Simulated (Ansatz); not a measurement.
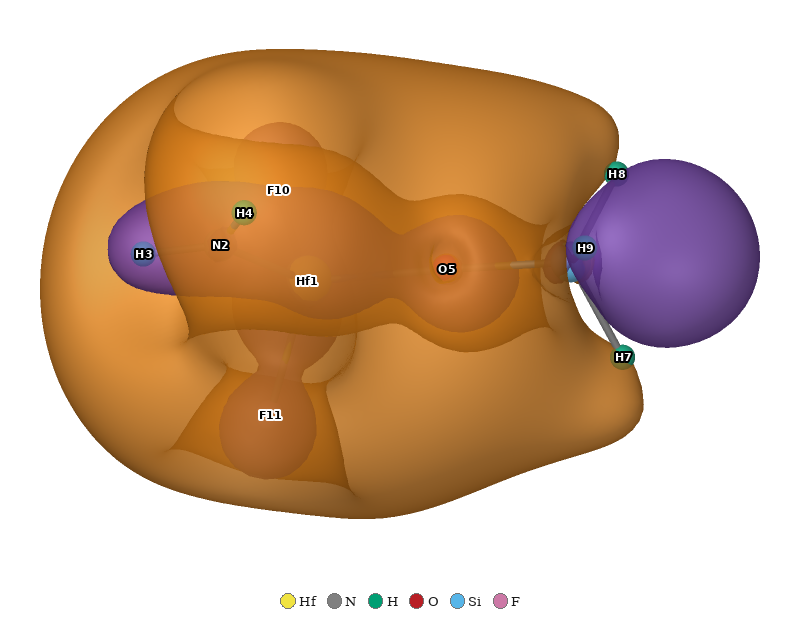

F$_{2}$H$_{5}$HfNOSi. The LUMO at ±0.03 Å⁻³ᐟ² (orange and purple are the two phases), seen from one side.

Core potentials replace the inner electrons of Hf.

Theory: Ansatz 0.2.0, RKS PBE/def2-SVP.

The calculation's input:

```
crystal:
  periodic: [false, false, false]
  atoms:
    - { symbol: Hf, position_ang: [0.0, 0.0, 0.0] }
    - { symbol: "N", position_ang: [0.0, 0.0, 2.21] }
    - { symbol: H, position_ang: [-0.877, -0.2713, 2.74] }
    - { symbol: H, position_ang: [0.877, 0.2713, 2.74] }
    - { symbol: O, position_ang: [1.952, 0.0, -0.6893] }
    - { symbol: Si, position_ang: [2.8584, -1.3762, -1.0165] }
    - { symbol: H, position_ang: [2.0275, -2.3521, -1.7156] }
    - { symbol: H, position_ang: [3.9996, -1.0202, -1.8547] }
    - { symbol: H, position_ang: [3.3369, -1.9538, 0.2361] }
    - { symbol: F, position_ang: [-0.9326, 1.6157, -0.6593] }
    - { symbol: F, position_ang: [-0.9326, -1.6157, -0.6593] }
basis:
  gaussian: { orbitals: def2-SVP }
hamiltonian:
  xc: pbe
relax:
  f_tol: 0.02
  max_steps: 40
output:
  orbitals: {}
```

Launched as:

```sh
ansatz run input.yaml --threads 4 --pin off --max-ram 5120MiB --backend cpu --events-out ev --progress --plain --runs-dir out
```

The fields are those of the run's last geometry, not of the input's.

Describe this orbital and give its energy.

Answer. By Hirshfeld shares it lies mainly on Hf1 (about 60 %), Si6 (about 10 %) and O5 (about 5 %). Its energy is −1.22 eV.
